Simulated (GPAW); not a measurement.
# CH5B (SMILES BC): vdW-DF-cx/dzp (scalar-relativistic datasets)

Aim: ionisation energies of CH5B. The job is set up through an ASE script.

The calculation is run with GPAW 26.7.0.

5 further runs of the same task are left out: 5 set aside as unsound or not needed. Runs told in other sessions of the task aren't counted.

## 1. The structure to begin with

CH5B has 7 atoms, charge 0, and is taken as a singlet. SMILES: `BC`. Geometry: relaxed at GFN2-xTB.

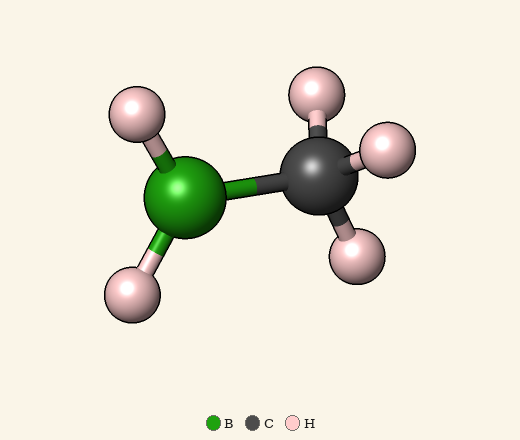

The structure, seen from a chosen angle (boron green, carbon dark grey, hydrogen pink).

## 2. Ionisation energies at vdW-DF-cx/dzp (scalar-relativistic datasets)

ipea.py

```python
from ase.io.zmatrix import parse_zmatrix
from gpaw import GPAW

# Structure
zmat = """
B
C 1 r2
H 1 r3 2 a3
H 1 r4 3 a4 2 d4
H 2 r5 1 a5 4 d5
H 2 r6 5 a6 1 d6
H 2 r7 5 a7 6 d7
"""
values = dict(r2=1.565077, r3=1.170708, a3=119.13708, r4=1.169709, a4=119.34042, d4=179.90268, r5=1.090302, a5=110.44474, d5=123.72169, r6=1.090489, a6=105.02064, d6=-118.55918, r7=1.086689, a7=107.90763, d7=-114.79242)
system = parse_zmatrix(zmat, defs=values)
system.center(vacuum=4.0)

energies = {}
for name, charge, unpaired in [("neutral", 0, 0), ("oxidised", 1, 1), ("reduced", -1, 1)]:
    system.set_initial_magnetic_moments([unpaired / len(system)] * len(system))
    calculator = GPAW(mode="lcao",
                      basis="dzp",
                      h=0.18,
                      xc={"name": "vdW-DF-cx", "backend": "libvdwxc"},
                      charge=charge,
                      occupations={"name": "fermi-dirac", "width": 0.0, "fixmagmom": unpaired > 0},
                      maxiter=100,
                      symmetry="off",
                      txt="-")
    system.calc = calculator
    energies[name] = system.get_potential_energy()
    print(f'{name:10} {energies[name]:12.5f} eV')

ip = energies["oxidised"] - energies["neutral"]
print(f"Vertical IP             {ip:.3f} eV")
ea = energies["neutral"] - energies["reduced"]
print(f"Vertical EA = {ea:.3f} eV")
```

On the command line:

```sh
$ python ipea.py
```

Standard output:

```text
__  _  _
 | _ |_)|_||  |
 |__||  | ||/\| - 26.7.0

units:  Angstrom and eV
cores:  1
OpenMP: False

Versions:
  Python: 3.12.14
  ASE:    3.29.0
  Numpy:  2.5.5
  Scipy:  1.18.1
  Libxc:  7.0.0

        _gpaw.cpython-312-x86_64-linux-gnu.so

Input parameters:
  mode=LCAO(),
  basis={'default': 'dzp'},
  charge=0.0,
  h=0.18,
  maxiter=100,
  occupations=Occupations(name='fermi-dirac', width=0.0, fixmagmom=False),
  symmetry=Symmetry(point_group=False, time_reversal=False),
  xc=XC(name='vdW-DF-cx', backend='libvdwxc')
       .-------------------------.
      /|                         |
     / |                         |
    /  |                         |
   /   |                         |
  /    |                         |
 *     |                         |
 |     |                         |
 |     |      H     H            |
 |     |       B   C             |
 |     |     H      H            |
 |     |                         |
 |     .-------------------------.
 |    /                         /
 |   /                         /
 |  /                         /
 | /                         /
 |/                         /
 *-------------------------*

Atoms  # Å, Bohr magnetons
|   | symbol |        x |        y |        z |    initial magnetic moments |
|---|--------|----------|----------|----------|-----------------------------|
| 0 |      B | 4.611562 | 4.997100 | 4.850713 | ( 0.0000,  0.0000,  0.0000) |
| 1 |      C | 6.176639 | 4.997100 | 4.850713 | ( 0.0000,  0.0000,  0.0000) |
| 2 |      H | 4.041543 | 6.019664 | 4.850713 | ( 0.0000,  0.0000,  0.0000) |
| 3 |      H | 4.000000 | 4.000000 | 4.852445 | ( 0.0000,  0.0000,  0.0000) |
| 4 |      H | 6.557485 | 5.562787 | 4.000000 | ( 0.0000,  0.0000,  0.0000) |
| 5 |      H | 6.549716 | 5.523399 | 5.729911 | ( 0.0000,  0.0000,  0.0000) |
| 6 |      H | 6.638266 | 4.013522 | 4.831581 | ( 0.0000,  0.0000,  0.0000) |

Unit cell  # Å
| periodic |         x |         y |        z |   lengths |    angles |
|----------|-----------|-----------|----------|-----------|-----------|
|       no | 10.638266 |  0.000000 | 0.000000 | 10.638266 | 90.000000 |
|       no |  0.000000 | 10.019664 | 0.000000 | 10.019664 | 90.000000 |
|       no |  0.000000 |  0.000000 | 9.729911 |  9.729911 | 90.000000 |

Number of symmetries: 1
Symmetry operations  # r_c * U_cc + t_c -> r_c
|   | kind |            matrix            |
|---|------|------------------------------|
| 0 |  E   |  1, 0, 0,  0, 1, 0,  0, 0, 1 |

BZ-sampling:
  Number of BZ points: 1
  Number of IBZ points: 1

  Monkhorst-Pack size: [1, 1, 1]
  Monkhorst-Pack shift: [0, 0, 0]

K-points  # in reciprocal-cell coordinates
|   |                                coordinates |     weight |
|---|--------------------------------------------|------------|
| 0 | (  0.00000000,   0.00000000,   0.00000000) | 1.00000000 |

basis functions: 51
Spin-components: 1 (collinear spins)
Bands:           12
Projectors:      25
Spin-degeneracy: 2
Datatype:        <class 'float'>

  Storage: CPU
  Wave functions: 4_896 bytes (4_896 per core)

Parallelization:
  kpt:    1
  domain: 1
  band:   1

Density:
  Valence electrons: 12.0
  Components: 1
  Grid points: [60 56 56]
  Charge: 0.0  # |e|

Potential:
  Grid points: [60 56 56]

species:
  B:
    name:    Boron
    Z:       5.0
    valence: 3
    core:    2
    charge:  0.0  # [|e|]
    file:    B.PBE.gz
    compensation charges:
      type: gauss
      rc: 0.20  # [Å]
      lmax: 2
    cutoffs:
      filter: 1.14  # [Å]
      core: 1.38  # [Å]
    projectors
    | kind |    occ | energy [eV] | rcut [Å] |
    |------|--------|-------------|----------|
    |   2s |  2.000 |      -9.443 |    0.635 |
    |   2p |  1.000 |      -3.606 |    0.635 |
    |    s |        |      17.768 |    0.635 |
    |    p |        |      23.605 |    0.635 |
    |    d |        |       0.000 |    0.635 |

    LCAO basis set for B:
      Name: dzp
      File: B.dzp.basis.gz
      Number of radial functions: 5
      Number of spherical harmonics: 13
        l=0, rc=6.6719 Bohr: 2s-sz confined orbital
        l=1, rc=8.2188 Bohr: 2p-sz confined orbital
        l=0, rc=3.7500 Bohr: 2s-dz split-valence wave
        l=1, rc=4.6094 Bohr: 2p-dz split-valence wave
        l=2, rc=8.2188 Bohr: d-type Gaussian polarization
      Number of RI-basis functions 0

  C:
    name:    Carbon
    Z:       6.0
    valence: 4
    core:    2
    charge:  0.0  # [|e|]
    file:    C.PBE.gz
    compensation charges:
      type: gauss
      rc: 0.20  # [Å]
      lmax: 2
    cutoffs:
      filter: 1.14  # [Å]
      core: 1.14  # [Å]
    projectors
    | kind |    occ | energy [eV] | rcut [Å] |
    |------|--------|-------------|----------|
    |   2s |  2.000 |     -13.751 |    0.635 |
    |   2p |  2.000 |      -5.284 |    0.635 |
    |    s |        |      13.461 |    0.635 |
    |    p |        |      21.927 |    0.635 |
    |    d |        |       0.000 |    0.635 |

    LCAO basis set for C:
      Name: dzp
      File: C.dzp.basis.gz
      Number of radial functions: 5
      Number of spherical harmonics: 13
        l=0, rc=5.5469 Bohr: 2s-sz confined orbital
        l=1, rc=6.6719 Bohr: 2p-sz confined orbital
        l=0, rc=3.0312 Bohr: 2s-dz split-valence wave
        l=1, rc=3.7500 Bohr: 2p-dz split-valence wave
        l=2, rc=6.6719 Bohr: d-type Gaussian polarization
      Number of RI-basis functions 0

[... 31 lines left out ...]
Reference energy: -1759.568494  # eV
[... 13 lines left out ...]
  Fourier metric: weight=20.0, sigma=0.015
[... 69 lines left out ...]
|   |                                coordinates |     weight |
[... 129 lines left out ...]
Reference energy: -1759.568494  # eV
[... 13 lines left out ...]
  Fourier metric: weight=20.0, sigma=0.015
[... 19 lines left out ...]
convergence criteria:
- Maximum [total energy] change in last 3 cyles: 0.0005 eV / valence electron
[... 14 lines left out ...]
Converged in 9 steps
[... 12 lines left out ...]
  Free energy:     -29.293515
[... 2 lines left out ...]
dipole moment: (0.149615, 0.019423, 0.001603)  # |e|*Ang
[... 102 lines left out ...]
|   |                                coordinates |     weight |
[... 129 lines left out ...]
Reference energy: -1759.568494  # eV
[... 13 lines left out ...]
  Fourier metric: weight=20.0, sigma=0.015
[... 70 lines left out ...]
|   |                                coordinates |     weight |
[... 129 lines left out ...]
Reference energy: -1759.568494  # eV
[... 13 lines left out ...]
  Fourier metric: weight=20.0, sigma=0.015
[... 20 lines left out ...]
convergence criteria:
- Maximum [total energy] change in last 3 cyles: 0.0005 eV / valence electron
[... 13 lines left out ...]
Converged in 12 steps
[... 12 lines left out ...]
  Free energy:     -17.852784
[... 2 lines left out ...]
dipole moment: (5.260038, 4.976827, 4.850356)  # |e|*Ang
[... 115 lines left out ...]
|   |                                coordinates |     weight |
[... 129 lines left out ...]
Reference energy: -1759.568494  # eV
[... 13 lines left out ...]
  Fourier metric: weight=20.0, sigma=0.015
[... 56 lines left out ...]
Number of symmetries: 1
Symmetry operations  # r_c * U_cc + t_c -> r_c
|   | kind |            matrix            |
|---|------|------------------------------|
| 0 |  E   |  1, 0, 0,  0, 1, 0,  0, 0, 1 |

BZ-sampling:
  Number of BZ points: 1
  Number of IBZ points: 1

  Monkhorst-Pack size: [1, 1, 1]
  Monkhorst-Pack shift: [0, 0, 0]

K-points  # in reciprocal-cell coordinates
|   |                                coordinates |     weight |
|---|--------------------------------------------|------------|
| 0 | (  0.00000000,   0.00000000,   0.00000000) | 1.00000000 |

basis functions: 51
Spin-components: 2 (collinear spins)
Bands:           13
Projectors:      25
Spin-degeneracy: 1
Datatype:        <class 'float'>

  Storage: CPU
  Wave functions: 10_608 bytes (10_608 per core)

Parallelization:
  kpt:    1
  domain: 1
  band:   1

Density:
  Valence electrons: 12.0
  Components: 2
  Grid points: [60 56 56]
  Charge: -1.0  # |e|

Potential:
  Grid points: [60 56 56]

species:
  B:
    name:    Boron
    Z:       5.0
    valence: 3
    core:    2
    charge:  0.0  # [|e|]
    file:    B.PBE.gz
    compensation charges:
      type: gauss
      rc: 0.20  # [Å]
      lmax: 2
    cutoffs:
      filter: 1.14  # [Å]
      core: 1.38  # [Å]
    projectors
    | kind |    occ | energy [eV] | rcut [Å] |
    |------|--------|-------------|----------|
    |   2s |  2.000 |      -9.443 |    0.635 |
    |   2p |  1.000 |      -3.606 |    0.635 |
    |    s |        |      17.768 |    0.635 |
    |    p |        |      23.605 |    0.635 |
    |    d |        |       0.000 |    0.635 |

    LCAO basis set for B:
      Name: dzp
      File: B.dzp.basis.gz
      Number of radial functions: 5
      Number of spherical harmonics: 13
        l=0, rc=6.6719 Bohr: 2s-sz confined orbital
        l=1, rc=8.2188 Bohr: 2p-sz confined orbital
        l=0, rc=3.7500 Bohr: 2s-dz split-valence wave
        l=1, rc=4.6094 Bohr: 2p-dz split-valence wave
        l=2, rc=8.2188 Bohr: d-type Gaussian polarization
      Number of RI-basis functions 0

  C:
    name:    Carbon
    Z:       6.0
    valence: 4
    core:    2
    charge:  0.0  # [|e|]
    file:    C.PBE.gz
    compensation charges:
      type: gauss
      rc: 0.20  # [Å]
      lmax: 2
    cutoffs:
      filter: 1.14  # [Å]
      core: 1.14  # [Å]
    projectors
    | kind |    occ | energy [eV] | rcut [Å] |
    |------|--------|-------------|----------|
    |   2s |  2.000 |     -13.751 |    0.635 |
    |   2p |  2.000 |      -5.284 |    0.635 |
    |    s |        |      13.461 |    0.635 |
    |    p |        |      21.927 |    0.635 |
    |    d |        |       0.000 |    0.635 |

    LCAO basis set for C:
      Name: dzp
      File: C.dzp.basis.gz
      Number of radial functions: 5
      Number of spherical harmonics: 13
        l=0, rc=5.5469 Bohr: 2s-sz confined orbital
        l=1, rc=6.6719 Bohr: 2p-sz confined orbital
        l=0, rc=3.0312 Bohr: 2s-dz split-valence wave
        l=1, rc=3.7500 Bohr: 2p-dz split-valence wave
        l=2, rc=6.6719 Bohr: d-type Gaussian polarization
      Number of RI-basis functions 0

  H:
    name:    Hydrogen
    Z:       1.0
    valence: 1
    core:    0
    charge:  0.0  # [|e|]
    file:    H.PBE.gz
    compensation charges:
      type: gauss
      rc: 0.15  # [Å]
      lmax: 2
    cutoffs:
      filter: 0.85  # [Å]
      core: 0.53  # [Å]
    projectors
    | kind |    occ | energy [eV] | rcut [Å] |
    |------|--------|-------------|----------|
    |   1s |  1.000 |      -6.494 |    0.476 |
    |    s |        |      20.717 |    0.476 |
    |    p |        |       0.000 |    0.476 |

    LCAO basis set for H:
      Name: dzp
      File: H.dzp.basis.gz
      Number of radial functions: 3
      Number of spherical harmonics: 5
        l=0, rc=6.4219 Bohr: 1s-sz confined orbital
        l=0, rc=3.6094 Bohr: 1s-dz split-valence wave
        l=1, rc=6.4219 Bohr: p-type Gaussian polarization
      Number of RI-basis functions 0

Reference energy: -1759.568494  # eV

eigensolver:
  <gpaw.new.lcao.eigensolver.LCAOEigensolver object at 0x741992d62600>
density mixing:
  MSR1-Mixer
  Pratt-step length: 0.05
  Maximum mixing coefficient: 0.75
  Old densities: 10
  SVD Regularization: 0.005
  Good broyden scale: 1.0
  Trust region scale: 1.0
  Backstep threshold: 4.0
  History deletion threshold: 6.0
  Fourier metric: weight=20.0, sigma=0.015

occupation numbers:
  Fixed magnetic moment: 1.000
  # Zero width

FastPoissonSolver using
    Stencil: 6*3+1=19 point O(h^6) finite-difference Laplacian
    FFT axes: []
    FST axes: [np.int64(1), np.int64(2), np.int64(0)]

xc functional:
  name: vdW-DF-cx with libvdwxc
  Mode: serial
  Semilocal: GGA_X_LV_RPW86+LDA_C_PW with 2 nearest neighbor stencil
  Local blocksize: 120 x 112 x 112
  PAW datasets: PBE
interpolation: tri-quintic # 5. degree polynomial

Initialization done in: 14.436 s

convergence criteria:
- Maximum [total energy] change in last 3 cyles: 0.0005 eV / valence electron
- Maximum integral of absolute [dens]ity change: 0.0001 electrons / valence electron
- Maximum integral of absolute [eigenst]ate change: 4e-08 eV^2 / valence electron
maximum number of iterations: 100

SCF iterations
|iter     |     time |      energy | eigst |  dens |  magmom |
|---------|----------|-------------|-------|-------|---------|
|iter:   1| 00:02:04 |  -28.662873 |      c|       |  +0.9996|
|iter:   2| 00:02:08 |  -28.552147 |      c| -0.54 |  +0.9996|
|iter:   3| 00:02:13 |  -28.203445 |      c| -0.56 |  +0.9999|
[... 6 lines of this table left out ...]
|iter:  10| 00:02:50 |  -28.248926c|      c| -4.21c|  +1.0000|

Converged in 10 steps
SCF loop duration: 46.104 s (4.610 s/step)
Energy contributions relative to reference atoms: (reference = -1759.568494)

Energy contributions:
  Kinetic:          35.226067
  Coulomb:         -30.321974
  Zero:              0.067521
  External:          0.000000
  Xc:              -33.220540
  Entropy:           0.000000
  Spinorbit:         0.000000
  ----------------------------
  Free energy:     -28.248926
  Extrapolated:    -28.248926

dipole moment: (-4.686283, -4.993635, -4.849118)  # |e|*Ang

Total magnetic moment: (0.000000, 0.000000, 0.999999)

Local magnetic moments
|        x |        y |         z |
|----------|----------|-----------|
| 0.000000 | 0.000000 |  0.148125 |  # B    0
| 0.000000 | 0.000000 | -0.013898 |  # C    1
| 0.000000 | 0.000000 | -0.007483 |  # H    2
| 0.000000 | 0.000000 | -0.007858 |  # H    3
| 0.000000 | 0.000000 |  0.013125 |  # H    4
| 0.000000 | 0.000000 |  0.013863 |  # H    5
| 0.000000 | 0.000000 |  0.000153 |  # H    6

Fermi levels: 6.821, 5.173
Eigenvalues  # (at kpt = [0.000, 0.000, 0.000])
| band index |      eig [eV] | occ [0-1] |      eig [eV] | occ [0-1] |
|------------|---------------|-----------|---------------|-----------|
|          0 |       -10.845 |     1.000 |       -10.768 |     1.000 |
|          1 |        -4.539 |     1.000 |        -4.005 |     1.000 |
|          2 |        -3.730 |     1.000 |        -3.667 |     1.000 |
[... 9 lines of this table left out ...]
|         12 |        11.873 |     0.000 |        12.025 |     0.000 |

Gap: 1.604 eV
Transition (v -> c):
  (s=1, k=0, n=6, [0.00, 0.00, 0.00]) -> (s=0, k=0, n=7, [0.00, 0.00, 0.00])
No difference between direct/indirect transitions
vacuum-level: 0.000  # V
reduced       -28.24893 eV
Vertical IP             11.441 eV
Vertical EA = -1.045 eV
```

It took 2.8 min on 1 thread of Intel Xeon Platinum 8259CL at 2.50GHz (Skylake/Cascade Lake), shared host; peak memory 1.5 GiB.

## 3. Results

Level: vdW-DF-cx/dzp (scalar-relativistic datasets).

| quantity | value |
| --- | --- |
| first ionisation energy | 11.44 eV |
